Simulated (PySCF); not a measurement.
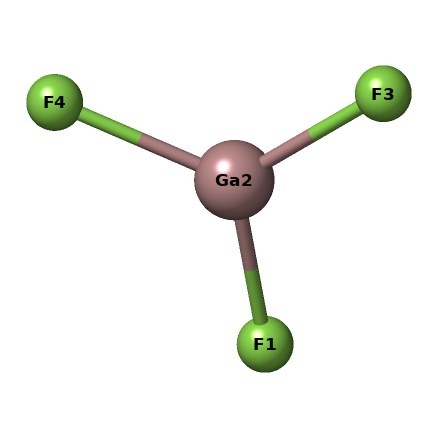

Computed geometry: GFN2-xTB optimisation. No frequency run is at hand to confirm it as a minimum. Method: delta-SCF UKS SCAN, pcX-2 on the ionised atom, pcseg-1 elsewhere, spin-free X2C (PySCF 2.14.0).

Give the core-electron binding energies (to vacuum) of F1 1s.

| atom | level | binding energy (eV) |
| --- | --- | --- |
| F1 | 1s | 692.7 |

The geometry is semi-empirical. Around Ga such bond lengths and angles can be off by a tenth of an ångström or more and by several degrees, and values that hang on the shape move with them.
